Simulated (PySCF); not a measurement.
Molecule: Bi(Et)(SiH3)2, SMILES C[CH2][Bi]([SiH3])[SiH3] (C2H11BiSi2). Atoms near the plane z = 0.0 Å, at the GFN2-xTB optimised geometry (x, y, z in Å): H11 (-0.9, -2.7, -0.2), Si13 (-0.7, 1.3, 0.0), H14 (-1.1, 2.7, 0.0), H15 (0.8, 1.3, 0.0).

Method: CAM-B3LYP/def2-TZVP, def2 effective core potentials past Kr in PySCF. The core electrons that the potentials of Bi replace are not part of the density. Cells within 0.4 Å of a nucleus heavier than hydrogen are left out (blank, or x). The values are rescaled to run from 0 to 1.

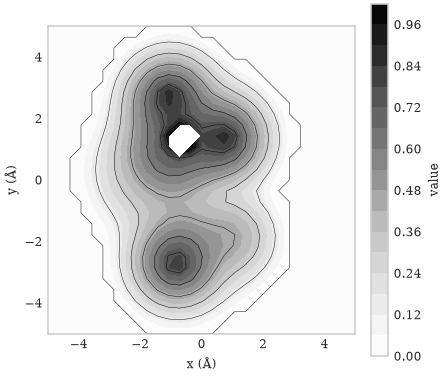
Figure: a field on the plane z = 0.0 Å.

Problem. Which quantity is mapped?
(A) log10 of the electron density
(B) electrostatic potential
(C) an orbital amplitude
(D) electron localisation function

Solution. A, log10 of the electron density. In full: log10 of the electron density (e/bohr³), floored at −4.
